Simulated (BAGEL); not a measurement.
# CH5FGeO (SMILES [CH3][GeH]([OH])[F]): a chain of runs

Aim: the energy (HF/def2-SVP), then a single-point energy (NEVPT2(2,2)/def2-SVP) of CH5FGeO. 

Program for the calculation: BAGEL 1.2.2.

1 further run of the same task is left out (set aside as unsound or not needed).

### 1 The structure to begin with

CH5FGeO: 9 atoms, total charge 0, spin state singlet. SMILES: `[CH3][GeH]([OH])[F]`. The C1–Ge2 distance was set to 4.423 Å, away from the relaxed value. At this shape a bond of the SMILES string is far longer than usual.

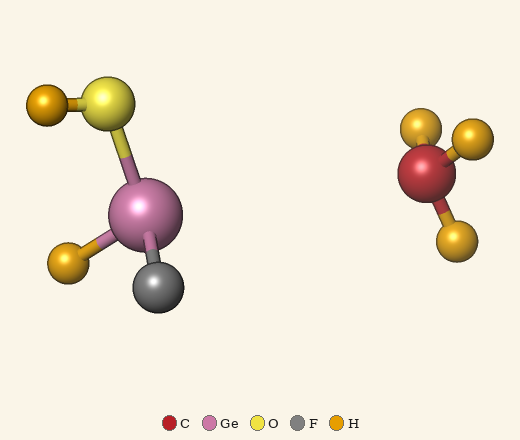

The structure, seen from a chosen angle (carbon red, germanium pink, oxygen yellow, fluorine grey, hydrogen amber).

### 2 The energy at HF/def2-SVP (density fitting with svp-jkfit) (run 1)

Input file job.json:

```json
{ "bagel" : [

{
  "title" : "molecule",
  "basis" : "svp",
  "df_basis" : "svp-jkfit",
  "angstrom" : true,
  "geometry" : [
    { "atom" : "C", "xyz" : [      -1.653506,       3.083715,      -1.501625 ] },
    { "atom" : "Ge", "xyz" : [       0.088300,      -0.643700,       0.121500 ] },
    { "atom" : "O", "xyz" : [       1.270000,      -0.170700,       1.345500 ] },
    { "atom" : "F", "xyz" : [       0.974400,      -1.438600,      -1.153800 ] },
    { "atom" : "H", "xyz" : [      -0.845606,       3.731715,      -1.842025 ] },
    { "atom" : "H", "xyz" : [      -2.222406,       3.600315,      -0.727725 ] },
    { "atom" : "H", "xyz" : [      -2.311606,       2.858115,      -2.340925 ] },
    { "atom" : "H", "xyz" : [      -0.865500,      -1.725100,       0.656800 ] },
    { "atom" : "H", "xyz" : [       1.716500,      -0.914700,       1.755500 ] }
  ]
},

{ "title" : "hf" },

{ "title" : "print", "file" : "orbitals.molden", "orbitals" : true }

]}
```

Command:

```console
$ BAGEL_NUM_THREADS=1 BAGEL job.json > job.out
```

The program printed:

```text
* using 1 threads per process

  ===============================================================
  ===============================================================

  *** Geometry ***

  { "atom" : "C", "xyz" : [     -3.124673,      5.827377,     -2.837660 ] },
  { "atom" : "Ge", "xyz" : [      0.166863,     -1.216417,      0.229602 ] },
  { "atom" : "O", "xyz" : [      2.399952,     -0.322576,      2.542627 ] },
  { "atom" : "F", "xyz" : [      1.841349,     -2.718560,     -2.180366 ] },
  { "atom" : "H", "xyz" : [     -1.597964,      7.051919,     -3.480923 ] },
  { "atom" : "H", "xyz" : [     -4.199739,      6.803609,     -1.375201 ] },
  { "atom" : "H", "xyz" : [     -4.368302,      5.401055,     -4.423707 ] },
  { "atom" : "H", "xyz" : [     -1.635558,     -3.259967,      1.241172 ] },
  { "atom" : "H", "xyz" : [      3.243715,     -1.728532,      3.317414 ] },

  Number of auxiliary basis functions:      585

  Since a DF basis is specified, we compute 2- and 3-index integrals:
    o Being stored without compression. Storage requirement is 0.046 GB

  Number of basis functions:       99
  Number of electrons      :       60

    * METHOD: MOLECULE                             0.35

  *** RHF ***

  === Nuclear Repulsion ===
   265.1153486894

      * DIIS with orbital gradients will be used.

  === RHF iteration (svp) ===
      0      -2289.29100269          0.02364268           0.15
      1      -2289.26243724          0.02568670           0.15
      2      -2289.80221370          0.00480665           0.16
      3      -2289.82305747          0.00435882           0.15
      4      -2289.83648422          0.00145802           0.15
      5      -2289.83786045          0.00071930           0.15
      6      -2289.83819358          0.00027099           0.15
      7      -2289.83824651          0.00004145           0.15
      8      -2289.83824784          0.00000839           0.15
      9      -2289.83824791          0.00000271           0.15
     10      -2289.83824792          0.00000114           0.15
     11      -2289.83824792          0.00000039           0.15
     12      -2289.83824792          0.00000013           0.15
     13      -2289.83824792          0.00000006           0.15
     14      -2289.83824792          0.00000003           0.15
     15      -2289.83824792          0.00000001           0.15
     16      -2289.83824792          0.00000000           0.15
    * SCF iteration converged.

    * Permanent dipole moment:
           (    0.901356,    -0.592690,    -0.227359) a.u.

    * METHOD: HF                                   2.85

    * METHOD: PRINT                                0.02

  ===============================================================
```

Run time: 3.6 s. Hardware: 1 thread of Arm Neoverse V2, shared host; peak memory 0.17 GiB.

### 3 A single-point energy at NEVPT2(2,2)/def2-SVP (density fitting with svp-jkfit) (run 2)

Input file input.json:

```json
{ "bagel" : [

{
  "title" : "molecule",
  "basis" : "svp",
  "df_basis" : "svp-jkfit",
  "angstrom" : true,
  "geometry" : [
    { "atom" : "C", "xyz" : [      -1.653506,       3.083715,      -1.501625 ] },
    { "atom" : "Ge", "xyz" : [       0.088300,      -0.643700,       0.121500 ] },
    { "atom" : "O", "xyz" : [       1.270000,      -0.170700,       1.345500 ] },
    { "atom" : "F", "xyz" : [       0.974400,      -1.438600,      -1.153800 ] },
    { "atom" : "H", "xyz" : [      -0.845606,       3.731715,      -1.842025 ] },
    { "atom" : "H", "xyz" : [      -2.222406,       3.600315,      -0.727725 ] },
    { "atom" : "H", "xyz" : [      -2.311606,       2.858115,      -2.340925 ] },
    { "atom" : "H", "xyz" : [      -0.865500,      -1.725100,       0.656800 ] },
    { "atom" : "H", "xyz" : [       1.716500,      -0.914700,       1.755500 ] }
  ]
},

{
  "title" : "hf"
},

{
  "title" : "casscf",
  "nstate" : 1,
  "nact" : 2,
  "nclosed" : 29,
  "active" : [30, 31],
  "maxiter" : 200,
  "natocc" : true
},

{
  "title" : "nevpt2",
  "nstate" : 1,
  "nact" : 2,
  "nclosed" : 29,
  "active" : [30, 31],
  "maxiter" : 200,
  "natocc" : true,
  "ncore" : 12
},

{
  "title" : "print",
  "file" : "orbitals.molden",
  "orbitals" : true
}

]}
```

Command:

```console
$ BAGEL_NUM_THREADS=1 BAGEL input.json > input.out
```

The program printed:

```text
* using 1 threads per process

  ===============================================================
  ===============================================================

  *** Geometry ***

  { "atom" : "C", "xyz" : [     -3.124673,      5.827377,     -2.837660 ] },
  { "atom" : "Ge", "xyz" : [      0.166863,     -1.216417,      0.229602 ] },
  { "atom" : "O", "xyz" : [      2.399952,     -0.322576,      2.542627 ] },
  { "atom" : "F", "xyz" : [      1.841349,     -2.718560,     -2.180366 ] },
  { "atom" : "H", "xyz" : [     -1.597964,      7.051919,     -3.480923 ] },
  { "atom" : "H", "xyz" : [     -4.199739,      6.803609,     -1.375201 ] },
  { "atom" : "H", "xyz" : [     -4.368302,      5.401055,     -4.423707 ] },
  { "atom" : "H", "xyz" : [     -1.635558,     -3.259967,      1.241172 ] },
  { "atom" : "H", "xyz" : [      3.243715,     -1.728532,      3.317414 ] },

  Number of auxiliary basis functions:      585

  Since a DF basis is specified, we compute 2- and 3-index integrals:
    o Being stored without compression. Storage requirement is 0.046 GB

  Number of basis functions:       99
  Number of electrons      :       60

    * METHOD: MOLECULE                             0.35

  *** RHF ***

  === Nuclear Repulsion ===
   265.1153486894

      * DIIS with orbital gradients will be used.

  === RHF iteration (svp) ===
      0      -2289.29100269          0.02364268           0.16
      1      -2289.26243724          0.02568670           0.16
      2      -2289.80221370          0.00480665           0.15
      3      -2289.82305747          0.00435882           0.15
      4      -2289.83648422          0.00145802           0.15
      5      -2289.83786045          0.00071930           0.15
      6      -2289.83819358          0.00027099           0.15
      7      -2289.83824651          0.00004145           0.15
      8      -2289.83824784          0.00000839           0.16
      9      -2289.83824791          0.00000271           0.15
     10      -2289.83824792          0.00000114           0.15
     11      -2289.83824792          0.00000039           0.15
     12      -2289.83824792          0.00000013           0.15
     13      -2289.83824792          0.00000006           0.15
     14      -2289.83824792          0.00000003           0.15
     15      -2289.83824792          0.00000001           0.15
     16      -2289.83824792          0.00000000           0.15
    * SCF iteration converged.

    * Permanent dipole moment:
           (    0.901356,    -0.592690,    -0.227359) a.u.

    * METHOD: HF                                   2.91

  ---------------------------
      CASSCF calculation
  ---------------------------

    ==== Active orbitals : =====
         Orbital 30
         Orbital 31
    ============================

    * nstate   :      1
    * nclosed  :     29
    * nact     :      2
    * nvirt    :     68
  === CASSCF iteration (svp) ===

    * Using the second-order algorithm

      0  0     -2289.94925100     4.29e-03      0.04

      1  0     -2289.96672364     2.70e-04      0.82

      2  0     -2289.96677203     2.67e-05      0.80

      3  0     -2289.96677248     3.42e-06      0.83

      4  0     -2289.96677248     4.71e-07      0.75

      5  0     -2289.96677248     6.84e-08      0.73

      6  0     -2289.96677248     1.02e-08      0.67

      7  0     -2289.96677248     1.55e-09      0.62

    * Second-order optimization converged. *

     guess   0:   closed 1.                   open ..

  === FCI iteration ===

      0  0     -2289.82076412     8.79e-02      0.00
      1  0     -2289.96571416     9.58e-03      0.00
      2  0 *   -2289.96677248     8.01e-16      0.00

     * ci vector, state   0, <S^2> = 0.0000
       2.     0.7680210475
       .2    -0.6404246018

    * METHOD: CASSCF                               5.61

    * freezing 12 orbitals

  === DF-NEVPT2 calculation ===

    * 3-index integral transformation done
    * assembly done

      NEVPT2 correlation energy:   -0.7161219379      0.32

          (+0)     -0.6477055067
          (+0)'    -0.0079482996
          (+1)     -0.0169401778
          (+1)'    -0.0000000000
          (+2)     -0.0000401159
          (-1)     -0.0434041074
          (-1)'     0.0000000000
          (-2)     -0.0000837305

      NEVPT2 total energy:       -2290.6828944225

    * METHOD: NEVPT2                               0.59

    * METHOD: PRINT                                0.02

  ===============================================================
```

Run time: 9.9 s. Hardware: 1 thread of Arm Neoverse V2, shared host; peak memory 0.17 GiB.

### 4 Outcome

| quantity | value |
| --- | --- |
| run 1, HF/def2-SVP: total energy | -2289.83825 Eh |
| run 1, HF/def2-SVP: dipole moment | 2.80 D |
| run 1, HF/def2-SVP: HOMO energy | -6.90 eV |
| run 1, HF/def2-SVP: LUMO energy | -1.89 eV |
| run 1, HF/def2-SVP: HOMO–LUMO gap | 5.01 eV |
| run 2, NEVPT2(2,2)/def2-SVP: total energy | -2290.68289 Eh |

In words: One bond (run 1, HF/def2-SVP) is far stretched, which a spin-restricted single reference describes badly; a broken-symmetry solution may lie lower.
